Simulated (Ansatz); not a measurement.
Start from PbSe in the rock salt structure (space group Fm-3m, No. 225; a = 6.2178 Å).

Now apply this change: every lattice vector is shortened by 2.00 %, atoms relaxed at fixed cell.

Calculations: PBE (Ansatz, a first-principles code; PAW; 420 eV plane waves; no spin-orbit coupling).

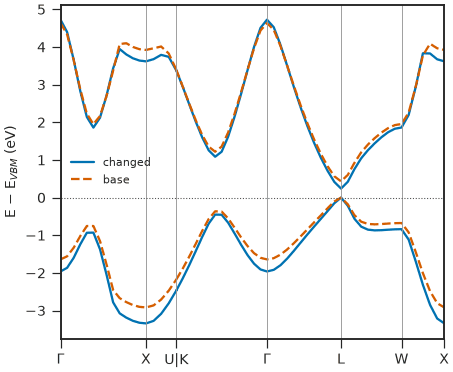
Fig. 1. Highest valence and lowest conduction band along the path, each from its own valence-band maximum

Task: Read the changed gap and its character from the plot.

Result: About 0.2 eV, direct at L.

Spin-orbit coupling, missing from the scalar runs, can matter with Pb. The cells carry an imposed strain or load. Stability against distortions was not tested.
